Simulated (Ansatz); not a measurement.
## WS2, response to strain

Take WS$_{2}$ (space group P6_3/mmc, No. 194; a = 3.1147 Å, c = 11.7724 Å; layered, stacked along the Cartesian z axis) as the base. Axes: x lies along a and z along c of the hexagonal cell.

Strains are applied to the cell and any free atomic positions relax.

The values are results of PBEsol-D3(BJ) (Ansatz, a first-principles code, PAW, no spin-orbit coupling), not measurements.

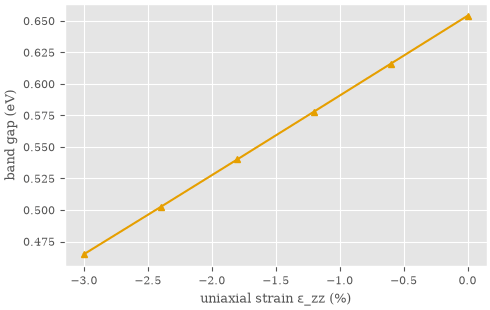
*Band gap against uniaxial strain ε_zz*

| uniaxial strain ε_zz (%) | band gap |
|---|---|
| -3 | 0.46 eV |
| -2.4 | 0.50 eV |
| -1.8 | 0.54 eV |
| -1.2 | 0.58 eV |
| -0.6 | 0.62 eV |

Spin-orbit coupling, missing from the scalar runs, can matter with W. Stability against distortions was not tested.
